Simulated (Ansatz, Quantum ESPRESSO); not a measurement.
# Screening and band shifts of 2H-CrSSe, 1 layer, part 3 of 6

Aim: how 2H-CrSSe, 1 layer screens a field along its normal, and what the field does to its bands.

Quantum ESPRESSO 7.5; plane-wave DFT, PBE, GBRV ultrasoft pseudopotentials; geometry and cross-check by Ansatz 0.2.0 with PAW datasets.

So far. Step 3 (SCF with pw.x: no field): The run needed 15 iterations to bring the estimated error under 1e-09 Ry; the largest force on any atom, held or free, is 0.01 eV/Å. Step 4 (Potential by pp.x): The vacuum is flat to 0.1 meV/Å, so its level is well defined. Inside the slab the curve depends on the local part of the pseudopotentials; only the vacuum level has a meaning of its own.

## Step 5: Bands along a path: no field

A bands run reads the converged density and follows the path given under K_POINTS.

Input file f0.bands.in:

```
&control
  prefix = 'f0.bands'
  outdir = './out'
  pseudo_dir = './pseudo'
  calculation = 'bands'
  tefield = .true.
  dipfield = .true.
/
&system
  ibrav = 0
  nat = 3
  ntyp = 3
  ecutwfc = 40
  ecutrho = 200
  occupations = 'smearing'
  smearing = 'fd'
  degauss = 0.004
  edir = 3
  emaxpos = 0.97
  eopreg = 0.04
  eamp = 0.0
  nbnd = 19
/
&electrons
  conv_thr = 1e-07
  mixing_beta = 0.4
  electron_maxstep = 120
  mixing_mode = 'local-TF'
/
ATOMIC_SPECIES
  Se  78.9710  se_pbe_v1.uspp.F.UPF
  Cr  51.9961  cr_pbe_v1.5.uspp.F.UPF
  S   32.0600  s_pbe_v1.4.uspp.F.UPF
CELL_PARAMETERS angstrom
  3.12657478435047 0.00000000000000 0.00000000000000
  -1.56328739217524 2.70769319007936 0.00000000000000
  0.00000000000000 0.00000000000000 20.14846134910000
ATOMIC_POSITIONS crystal
  Se  0.333333333333 0.666666666667 0.424896830027
  Cr  -0.000000000000 -0.000000000000 0.504967655179
  S   0.333333333333 0.666666666667 0.575801009293
K_POINTS crystal_b
4
  0.0000000000 0.0000000000 0.0000000000 14
  0.5000000000 0.0000000000 0.0000000000 14
  0.3333333333 0.3333333333 0.0000000000 14
  0.0000000000 0.0000000000 0.0000000000 1
```

The run is started by

```
> cp -r out/f0.save out/f0.bands.save
> cp out/f0.xml out/f0.bands.xml
> OMP_NUM_THREADS=1 mpirun -n 4 pw.x -nk 4 -in f0.bands.in > f0.bands.out
```

The program printed:

```text
[banner, memory and clock lines left out]
Program PWSCF v.7.5 starts

          URL

     Presently no symmetry can be used with electric field

     Atomic positions and unit cell read from directory:
     ./out/f0.bands.save/

     G-vector sticks info

     bravais-lattice index     =            0
     lattice parameter (alat)  =       5.9084  a.u.
     unit-cell volume          =    1151.0833 (a.u.)^3
     number of atoms/cell      =            3
     number of atomic types    =            3
     number of electrons       =        26.00
     number of Kohn-Sham states=           19
     kinetic-energy cutoff     =      40.0000  Ry
     charge density cutoff     =     200.0000  Ry
     Exchange-correlation=  SLA  PW   PBX  PBC
                           (   1   4   3   4   0   0   0)

     celldm(1)=   5.908370  celldm(2)=   0.000000  celldm(3)=   0.000000
     celldm(4)=   0.000000  celldm(5)=   0.000000  celldm(6)=   0.000000

     crystal axes: (cart. coord. in units of alat)
               a(1) = (   1.000000   0.000000   0.000000 )
               a(2) = (  -0.500000   0.866025   0.000000 )
               a(3) = (   0.000000   0.000000   6.444260 )

     reciprocal axes: (cart. coord. in units 2 pi/alat)
               b(1) = (  1.000000  0.577350 -0.000000 )
               b(2) = (  0.000000  1.154701  0.000000 )
               b(3) = (  0.000000 -0.000000  0.155177 )

     PseudoPot. # 1 for Se read from file:
     ./pseudo/se_pbe_v1.uspp.F.UPF
     Pseudo is Ultrasoft + core correction, Zval =  6.0
     Generated by new atomic code, or converted to UPF format
     Using radial grid of  877 points,  6 beta functions with:
                l(1) =   0
                l(2) =   0
                l(3) =   1
                l(4) =   1
                l(5) =   2
                l(6) =   2
     Q(r) pseudized with  8 coefficients,  rinner =    1.300   1.300   1.300
                                                       1.300   1.300

     PseudoPot. # 2 for Cr read from file:
     ./pseudo/cr_pbe_v1.5.uspp.F.UPF
     Pseudo is Ultrasoft + core correction, Zval = 14.0
     Generated by new atomic code, or converted to UPF format
     Using radial grid of  857 points,  6 beta functions with:
                l(1) =   0
                l(2) =   0
                l(3) =   1
                l(4) =   1
                l(5) =   2
                l(6) =   2
     Q(r) pseudized with  8 coefficients,  rinner =    0.950   0.950   0.950
                                                       0.950   0.950

     PseudoPot. # 3 for S  read from file:
     ./pseudo/s_pbe_v1.4.uspp.F.UPF
     Pseudo is Ultrasoft + core correction, Zval =  6.0
     Generated by new atomic code, or converted to UPF format
     Using radial grid of  907 points,  6 beta functions with:
                l(1) =   0
                l(2) =   0
                l(3) =   1
                l(4) =   1
                l(5) =   2
                l(6) =   2
     Q(r) pseudized with  8 coefficients,  rinner =    1.300   1.300   1.300
                                                       1.300   1.300

     atomic species   valence    mass     pseudopotential
     Se                6.00    78.97100     Se( 1.00)
     Cr               14.00    51.99610     Cr( 1.00)
     S                 6.00    32.06000     S ( 1.00)

     No symmetry found

   Cartesian axes

     site n.     atom                  positions (alat units)
         1        Se     tau(   1) = (  -0.0000000   0.5773503   2.7381457  )
         2        Cr     tau(   2) = (   0.0000000   0.0000000   3.2541429  )
         3        S      tau(   3) = (  -0.0000000   0.5773503   3.7106115  )

     number of k points=    43  Fermi-Dirac smearing, width (Ry)=  0.0040
                       cart. coord. in units 2pi/alat
        k(    1) = (   0.0000000   0.0000000   0.0000000), wk =   0.0465116
        k(    2) = (   0.0357143   0.0206197   0.0000000), wk =   0.0465116
        k(    3) = (   0.0714286   0.0412393   0.0000000), wk =   0.0465116
        k(    4) = (   0.1071429   0.0618590   0.0000000), wk =   0.0465116
        k(    5) = (   0.1428571   0.0824786   0.0000000), wk =   0.0465116
        k(    6) = (   0.1785714   0.1030983   0.0000000), wk =   0.0465116
        k(    7) = (   0.2142857   0.1237179   0.0000000), wk =   0.0465116
        k(    8) = (   0.2500000   0.1443376   0.0000000), wk =   0.0465116
        k(    9) = (   0.2857143   0.1649572   0.0000000), wk =   0.0465116
        k(   10) = (   0.3214286   0.1855769   0.0000000), wk =   0.0465116
        k(   11) = (   0.3571429   0.2061965   0.0000000), wk =   0.0465116
        k(   12) = (   0.3928571   0.2268162   0.0000000), wk =   0.0465116
        k(   13) = (   0.4285714   0.2474358   0.0000000), wk =   0.0465116
        k(   14) = (   0.4642857   0.2680555   0.0000000), wk =   0.0465116
        k(   15) = (   0.5000000   0.2886751   0.0000000), wk =   0.0465116
        k(   16) = (   0.4880952   0.3092948   0.0000000), wk =   0.0465116
        k(   17) = (   0.4761905   0.3299144   0.0000000), wk =   0.0465116
        k(   18) = (   0.4642857   0.3505341   0.0000000), wk =   0.0465116
        k(   19) = (   0.4523810   0.3711537   0.0000000), wk =   0.0465116
        k(   20) = (   0.4404762   0.3917734   0.0000000), wk =   0.0465116
        k(   21) = (   0.4285714   0.4123930   0.0000000), wk =   0.0465116
        k(   22) = (   0.4166667   0.4330127   0.0000000), wk =   0.0465116
        k(   23) = (   0.4047619   0.4536324   0.0000000), wk =   0.0465116
        k(   24) = (   0.3928571   0.4742520   0.0000000), wk =   0.0465116
        k(   25) = (   0.3809524   0.4948717   0.0000000), wk =   0.0465116
        k(   26) = (   0.3690476   0.5154913   0.0000000), wk =   0.0465116
        k(   27) = (   0.3571429   0.5361110   0.0000000), wk =   0.0465116
        k(   28) = (   0.3452381   0.5567306   0.0000000), wk =   0.0465116
        k(   29) = (   0.3333333   0.5773503   0.0000000), wk =   0.0465116
        k(   30) = (   0.3095238   0.5361110   0.0000000), wk =   0.0465116
        k(   31) = (   0.2857143   0.4948717   0.0000000), wk =   0.0465116
        k(   32) = (   0.2619048   0.4536324   0.0000000), wk =   0.0465116
        k(   33) = (   0.2380952   0.4123930   0.0000000), wk =   0.0465116
        k(   34) = (   0.2142857   0.3711537   0.0000000), wk =   0.0465116
        k(   35) = (   0.1904762   0.3299144   0.0000000), wk =   0.0465116
        k(   36) = (   0.1666667   0.2886751   0.0000000), wk =   0.0465116
        k(   37) = (   0.1428571   0.2474358   0.0000000), wk =   0.0465116
        k(   38) = (   0.1190476   0.2061965   0.0000000), wk =   0.0465116
[...]
k = 0.3571 0.2062 0.0000 (  4910 PWs)   bands (ev):

   -72.5173 -43.9132 -43.8822 -43.8509 -14.1629 -13.1873  -6.2208  -5.2700
    -4.9183  -3.2375  -2.5518  -1.9337  -1.6847   0.3512   0.4056   1.5806
     2.2568   5.2942   6.1127

          k = 0.3929 0.2268 0.0000 (  4922 PWs)   bands (ev):

   -72.5165 -43.9211 -43.8808 -43.8528 -13.9382 -13.0361  -6.5839  -5.5695
    -4.8244  -3.3213  -2.5744  -1.8537  -1.6888   0.2870   0.3654   1.7522
     2.2728   4.8882   6.4140

          k = 0.4286 0.2474 0.0000 (  4910 PWs)   bands (ev):

   -72.5159 -43.9271 -43.8797 -43.8543 -13.7545 -12.9149  -6.8819  -5.8088
    -4.7423  -3.3837  -2.5863  -1.7909  -1.6624   0.2005   0.3785   1.8953
     2.2830   4.5206   6.5416

          k = 0.4643 0.2681 0.0000 (  4924 PWs)   bands (ev):

   -72.5155 -43.9308 -43.8790 -43.8552 -13.6327 -12.8361  -7.0771  -5.9606
    -4.6921  -3.4222  -2.5914  -1.7508  -1.6299   0.1480   0.3868   1.9903
     2.2886   4.2778   6.4807

          k = 0.5000 0.2887 0.0000 (  4940 PWs)   bands (ev):

   -72.5154 -43.9320 -43.8787 -43.8555 -13.5899 -12.8086  -7.1452  -6.0125
    -4.6756  -3.4351  -2.5928  -1.7370  -1.6156   0.1304   0.3896   2.0235
     2.2904   4.1934   6.4585

          k = 0.4881 0.3093 0.0000 (  4932 PWs)   bands (ev):

   -72.5154 -43.9319 -43.8787 -43.8558 -13.5866 -12.8060  -7.1373  -6.0093
    -4.6738  -3.4474  -2.5922  -1.8596  -1.5288   0.1329   0.3927   2.0268
     2.2562   4.2028   6.5243

          k = 0.4762 0.3299 0.0000 (  4932 PWs)   bands (ev):

   -72.5153 -43.9313 -43.8786 -43.8568 -13.5767 -12.7982  -7.1137  -5.9996
    -4.6687  -3.4833  -2.5916  -2.0611  -1.4303   0.1388   0.4031   2.0326
     2.1660   4.2292   6.7126

          k = 0.4643 0.3505 0.0000 (  4932 PWs)   bands (ev):

   -72.5153 -43.9305 -43.8785 -43.8586 -13.5605 -12.7855  -7.0745  -5.9839
    -4.6605  -3.5405  -2.5986  -2.2930  -1.3542   0.1436   0.4239   1.9842
     2.0951   4.2682   6.9880

          k = 0.4524 0.3712 0.0000 (  4936 PWs)   bands (ev):

   -72.5152 -43.9293 -43.8783 -43.8609 -13.5385 -12.7683  -7.0197  -5.9627
    -4.6501  -3.6160  -2.6700  -2.4917  -1.2965   0.1423   0.4580   1.8358
     2.1098   4.3162   7.1837

          k = 0.4405 0.3918 0.0000 (  4952 PWs)   bands (ev):

   -72.5151 -43.9278 -43.8781 -43.8638 -13.5113 -12.7470  -6.9497  -5.9370
    -4.6384  -3.7058  -2.9159  -2.5403  -1.2513   0.1319   0.5061   1.6712
     2.1426   4.3712   7.2750

          k = 0.4286 0.4124 0.0000 (  4942 PWs)   bands (ev):

   -72.5149 -43.9259 -43.8779 -43.8672 -13.4798 -12.7226  -6.8647  -5.9079
    -4.6274  -3.8057  -3.2169  -2.5500  -1.2138   0.1121   0.5660   1.5131
     2.1818   4.4321   7.3592

          k = 0.4167 0.4330 0.0000 (  4946 PWs)   bands (ev):

   -72.5148 -43.9238 -43.8777 -43.8709 -13.4452 -12.6958  -6.7650  -5.8771
    -4.6204  -3.9110  -3.5268  -2.5570  -1.1798   0.0841   0.6341   1.3711
     2.2241   4.4986   7.4151

          k = 0.4048 0.4536 0.0000 (  4950 PWs)   bands (ev):

   -72.5147 -43.9215 -43.8774 -43.8750 -13.4087 -12.6677  -6.6512  -5.8465
    -4.6253  -4.0166  -3.8269  -2.5658  -1.1467   0.0498   0.7062   1.2503
     2.2671   4.5705   7.2524

          k = 0.3929 0.4743 0.0000 (  4954 PWs)   bands (ev):

   -72.5145 -43.9189 -43.8793 -43.8772 -13.3719 -12.6397  -6.5239  -5.8183
    -4.6618  -4.1174  -4.0898  -2.5768  -1.1131   0.0113   0.7776   1.1533
     2.3085   4.6470   6.9264

          k = 0.3810 0.4949 0.0000 (  4964 PWs)   bands (ev):

   -72.5144 -43.9161 -43.8836 -43.8769 -13.3368 -12.6130  -6.3841  -5.7949
    -4.7720  -4.2688  -4.2063  -2.5894  -1.0789  -0.0289   0.8428   1.0816
     2.3462   4.7258   6.6063

          k = 0.3690 0.5155 0.0000 (  4962 PWs)   bands (ev):

   -72.5143 -43.9133 -43.8878 -43.8767 -13.3053 -12.5894  -6.2335  -5.7782
    -4.9667  -4.3455  -4.2798  -2.6022  -1.0456  -0.0678   0.8932   1.0383
     2.3781   4.8027   6.3257

          k = 0.3571 0.5361 0.0000 (  4956 PWs)   bands (ev):

   -72.5142 -43.9105 -43.8917 -43.8766 -13.2798 -12.5705  -6.0756  -5.7695
    -5.1899  -4.3692  -4.3331  -2.6137  -1.0162  -0.1014   0.9174   1.0279
     2.4024   4.8694   6.1044

          k = 0.3452 0.5567 0.0000 (  4952 PWs)   bands (ev):

   -72.5142 -43.9081 -43.8948 -43.8765 -13.2627 -12.5579  -5.9224  -5.7691
    -5.3903  -4.3751  -4.3640  -2.6219  -0.9951  -0.1250   0.9205   1.0381
     2.4177   4.9138   5.9627

          k = 0.3333 0.5774 0.0000 (  4968 PWs)   bands (ev):

   -72.5141 -43.9071 -43.8960 -43.8764 -13.2565 -12.5534  -5.8339  -5.7766
    -5.4898  -4.3757  -4.3738  -2.6250  -0.9872  -0.1338   0.9200   1.0444
     2.4230   4.9276   5.9152

          k = 0.3095 0.5361 0.0000 (  4964 PWs)   bands (ev):

   -72.5142 -43.9099 -43.8921 -43.8766 -13.2857 -12.5742  -6.0334  -5.7597
    -5.2138  -4.3857  -4.3360  -2.6098  -1.0216  -0.0966   0.9053   1.0272
     2.4019   4.9165   6.0658

          k = 0.2857 0.4949 0.0000 (  4948 PWs)   bands (ev):

   -72.5145 -43.9131 -43.8852 -43.8771 -13.3814 -12.6410  -6.1998  -5.7031
    -4.7875  -4.4197  -4.2490  -2.5602  -1.1108   0.0002   0.7890   1.0411
     2.3434   4.9891   6.4005

          k = 0.2619 0.4536 0.0000 (  4930 PWs)   bands (ev):

   -72.5150 -43.9140 -43.8781 -43.8779 -13.5473 -12.7554  -6.2265  -5.5674
    -4.5096  -4.3141  -4.1342  -2.4769  -1.2176   0.1204   0.5998   1.0733
     2.2637   5.2012   6.7707

          k = 0.2381 0.4124 0.0000 (  4936 PWs)   bands (ev):

   -72.5158 -43.9121 -43.8795 -43.8706 -13.7745 -12.9114  -6.1202  -5.3388
    -4.6210  -4.0180  -3.8424  -2.3709  -1.3101   0.2345   0.4122   1.0818
     2.1892   5.5266   6.7314

          k = 0.2143 0.3712 0.0000 (  4928 PWs)   bands (ev):

   -72.5168 -43.9072 -43.8813 -43.8636 -14.0452 -13.0982  -5.9140  -5.0206
    -4.7693  -3.8774  -3.3942  -2.2614  -1.3719   0.2717   0.3412   1.0507
     2.1426   5.8311   6.3768

          k = 0.1905 0.3299 0.0000 (  4928 PWs)   bands (ev):

   -72.5179 -43.8996 -43.8834 -43.8571 -14.3381 -13.3026  -5.6819  -4.8981
    -4.6251  -3.7233  -2.9933  -2.1683  -1.3968   0.2302   0.4344   0.9910
     2.1256   5.5971   6.4054

          k = 0.1667 0.2887 0.0000 (  4920 PWs)   bands (ev):

   -72.5191 -43.8898 -43.8857 -43.8512 -14.6334 -13.5113  -5.6016  -4.8374
    -4.1898  -3.5446  -2.6893  -2.0972  -1.3779   0.2734   0.5654   0.9335
     2.1207   5.1609   6.0361

          k = 0.1429 0.2474 0.0000 (  4912 PWs)   bands (ev):

   -72.5205 -43.8881 -43.8787 -43.8460 -14.9149 -13.7127  -5.7367  -4.5395
    -3.7678  -3.3223  -2.5275  -2.0295  -1.3083   0.3793   0.7732   0.9117
     2.1082   4.7517   5.6229

          k = 0.1190 0.2062 0.0000 (  4880 PWs)   bands (ev):

   -72.5218 -43.8905 -43.8670 -43.8416 -15.1699 -13.8971  -5.9377  -4.1670
    -3.4368  -3.0479  -2.4703  -1.9688  -1.2020   0.5526   0.9498   1.0528
     2.0781   4.3948   5.2577

          k = 0.0952 0.1650 0.0000 (  4886 PWs)   bands (ev):

   -72.5229 -43.8927 -43.8557 -43.8379 -15.3892 -14.0570  -6.1349  -3.8039
    -3.2009  -2.8512  -2.3685  -1.9362  -1.0966   0.8210   1.0705   1.3481
     2.0347   4.0970   4.9535

          k = 0.0714 0.1237 0.0000 (  4864 PWs)   bands (ev):

   -72.5240 -43.8946 -43.8458 -43.8351 -15.5659 -14.1867  -6.3033  -3.4869
    -3.0244  -2.8271  -2.1699  -1.9225  -1.0221   1.1780   1.2766   1.5990
     2.0010   3.8605   4.7142

          k = 0.0476 0.0825 0.0000 (  4856 PWs)   bands (ev):

   -72.5247 -43.8960 -43.8381 -43.8331 -15.6952 -14.2821  -6.4305  -3.2322
    -2.9130  -2.8588  -2.0016  -1.9084  -0.9829   1.4701   1.6308   1.7332
     2.0292   3.6855   4.5416

          k = 0.0238 0.0412 0.0000 (  4865 PWs)   bands (ev):

   -72.5252 -43.8969 -43.8332 -43.8319 -15.7740 -14.3403  -6.5094  -3.0436
    -2.8989  -2.8701  -1.9068  -1.8886  -0.9678   1.6655   1.7449   1.9933
     2.1061   3.5729   4.4369

          k = 0.0000 0.0000 0.0000 (  4871 PWs)   bands (ev):

   -72.5254 -43.8973 -43.8315 -43.8315 -15.8004 -14.3599  -6.5360  -2.9331
    -2.9089  -2.9089  -1.8780  -1.8780  -0.9644   1.7417   1.7417   2.1408
     2.1408   3.5319   4.4015

     XML data file, pseudopotentials, collected wavefunctions

                                        0.00s GPU  (     788 calls)
[key lines of the parts left out:]
Dipole field         -0.0008 Ry au,
```

Elapsed: 22 s, on 4 MPI ranks of Arm Neoverse V1, shared host; peak memory 0.29 GiB.

This step gave:

```
valence top, on the run's zero : -0.9644 eV
gap by band count              : 0.8306 eV
```

Band numbers count within the set of bands kept for display. Electronic bands along the path, in eV, zero at the highest filled level of the SCF mesh; v1 is the highest filled band, c1 the lowest empty one:

| point | v4 | v3 | v2 | v1 | c1 | c2 | c3 | c4 |
| --- | --- | --- | --- | --- | --- | --- | --- | --- |
| Γ | -1.94 | -0.91 | -0.91 | 0.00 | 2.71 | 2.71 | 3.11 | 3.11 |
| M | -2.47 | -1.63 | -0.77 | -0.65 | 1.09 | 1.35 | 2.99 | 3.25 |
| K | -3.41 | -3.41 | -1.66 | -0.02 | 0.83 | 1.88 | 2.01 | 3.39 |
| Γ | -1.94 | -0.91 | -0.91 | 0.00 | 2.71 | 2.71 | 3.11 | 3.11 |

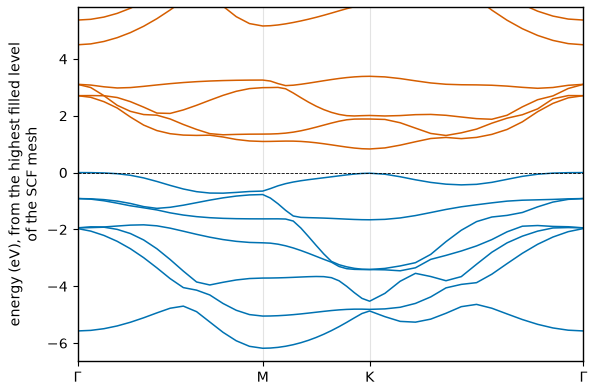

Electronic bands along the path; lines of filled and empty bands in two colours.

Along this path the valence top lies at Γ and the conduction bottom at K. The valence levels at Γ and K lie only 0.02 eV apart, so strain, functional or spin-orbit coupling can change their order.

## Step 6: SCF with pw.x: field 0.1 V/Å

eamp is the field in Hartree atomic units (1 a.u. = 51.42 V/Å). With dipfield on, it is the field in the vacuum beside an isolated sheet. The run starts from the density of the one before.

Input file f1.in:

```
&control
  prefix = 'f1'
  outdir = './out'
  pseudo_dir = './pseudo'
  calculation = 'scf'
  tprnfor = .true.
  tefield = .true.
  dipfield = .true.
/
&system
  ibrav = 0
  nat = 3
  ntyp = 3
  ecutwfc = 40
  ecutrho = 200
  occupations = 'smearing'
  smearing = 'fd'
  degauss = 0.004
  edir = 3
  emaxpos = 0.97
  eopreg = 0.04
  eamp = 0.00194469
/
&electrons
  conv_thr = 1e-09
  mixing_beta = 0.4
  electron_maxstep = 120
  mixing_mode = 'plain'
  startingpot = 'file'
/
ATOMIC_SPECIES
  Se  78.9710  se_pbe_v1.uspp.F.UPF
  Cr  51.9961  cr_pbe_v1.5.uspp.F.UPF
  S   32.0600  s_pbe_v1.4.uspp.F.UPF
CELL_PARAMETERS angstrom
  3.12657478435047 0.00000000000000 0.00000000000000
  -1.56328739217524 2.70769319007936 0.00000000000000
  0.00000000000000 0.00000000000000 20.14846134910000
ATOMIC_POSITIONS crystal
  Se  0.333333333333 0.666666666667 0.424896830027
  Cr  -0.000000000000 -0.000000000000 0.504967655179
  S   0.333333333333 0.666666666667 0.575801009293
K_POINTS automatic
  12 12 1 0 0 0
```

The run is started by

```
> cp -r out/f0.save out/f1.save
> OMP_NUM_THREADS=1 mpirun -n 4 pw.x -nk 4 -in f1.in > f1.out
```

The program printed:

```text
[banner, memory and clock lines left out]
Program PWSCF v.7.5 starts
[...]
number of electrons       =        26.00
     number of Kohn-Sham states=           17
     kinetic-energy cutoff     =      40.0000  Ry
     charge density cutoff     =     200.0000  Ry
[...]
number of k points=    74  Fermi-Dirac smearing, width (Ry)=  0.0040
[...]
Dense  grid:    54921 G-vectors     FFT dimensions: (  27,  27, 180)
[...]
The initial density is read from file :
[...]
negative rho (up, down):  3.210E-03 0.000E+00
[...]
Starting wfcs are   18 randomized atomic wfcs
[...]
negative rho (up, down):  3.210E-03 0.000E+00
[...]
estimated scf accuracy    <       0.00983950 Ry
[...]
negative rho (up, down):  3.250E-03 0.000E+00
[...]
estimated scf accuracy    <       0.15193399 Ry
[...]
negative rho (up, down):  3.233E-03 0.000E+00
[...]
estimated scf accuracy    <       0.00140629 Ry
[...]
negative rho (up, down):  3.220E-03 0.000E+00
[...]
estimated scf accuracy    <       0.00000586 Ry
[...]
negative rho (up, down):  3.214E-03 0.000E+00
[...]
estimated scf accuracy    <       0.00000587 Ry
[...]
negative rho (up, down):  3.211E-03 0.000E+00
[...]
estimated scf accuracy    <       0.00000028 Ry
[...]
negative rho (up, down):  3.210E-03 0.000E+00
[...]
estimated scf accuracy    <       0.00000001 Ry
[...]
negative rho (up, down):  3.209E-03 0.000E+00
[...]
estimated scf accuracy    <          2.6E-09 Ry
[...]
negative rho (up, down):  3.208E-03 0.000E+00
[...]
Computed dipole along edir(3) :
        Dipole               -0.0273 Ry au,         -0.0694 Debye
        Dipole field         -0.0003 Ry au,
        E field amplitude [Ha a.u.]:  1.9447E-03
        Potential amp.        0.1640 Ry
        Total length         36.5521 bohr
[...]
the Fermi energy is    -0.5115 ev
!    total energy              =    -243.31999662 Ry
     estimated scf accuracy    <          3.8E-10 Ry
     smearing contrib. (-TS)   =      -0.00000313 Ry
     internal energy E=F+TS    =    -243.31999349 Ry
[...]
one-electron contribution =   -1241.30981297 Ry
     hartree contribution      =     621.28140658 Ry
     xc contribution           =     -60.61962249 Ry
     ewald contribution        =     437.32792101 Ry
     electric field correction =       0.00011438 Ry
     convergence has been achieved in   9 iterations
     negative rho (up, down):  3.208E-03 0.000E+00
[...]
Total force =     0.000247     Total SCF correction =     0.000092
[...]
```

Run time: 37 s. Hardware: 4 MPI ranks; peak memory 0.4 GiB; 2.5 min of CPU time.

Numbers from this step:

- free energy: -3310.5372 eV
- Fermi energy: -0.5115 eV
- dipole along the normal: -0.01445 e·Å
- valence top, on the run's zero: -0.9489 eV
- conduction bottom, on the run's zero: -0.1249 eV
- gap by band count: 0.8240 eV

The dipole goes from -0.0391 to -0.0144 e Å, 0.2461 e Å per V/Å.

(Continued in part 4 of 6.)

[Logs are printed without paths, hosts, clocks, repeated set-up lines and the standing remarks that a program may print on its own settings, such as how far it seeks lower states.]

[Hosts, paths, dates, database ids (printed as entryN), source tags and the programs' standing remarks are cut or masked in the printed files.]

[Maps of the electrostatic potential energy from Ansatz leave out the sawtooth potential of an applied field or a dipole correction, so their vacuum need not be flat; planar profiles and work functions include it.]
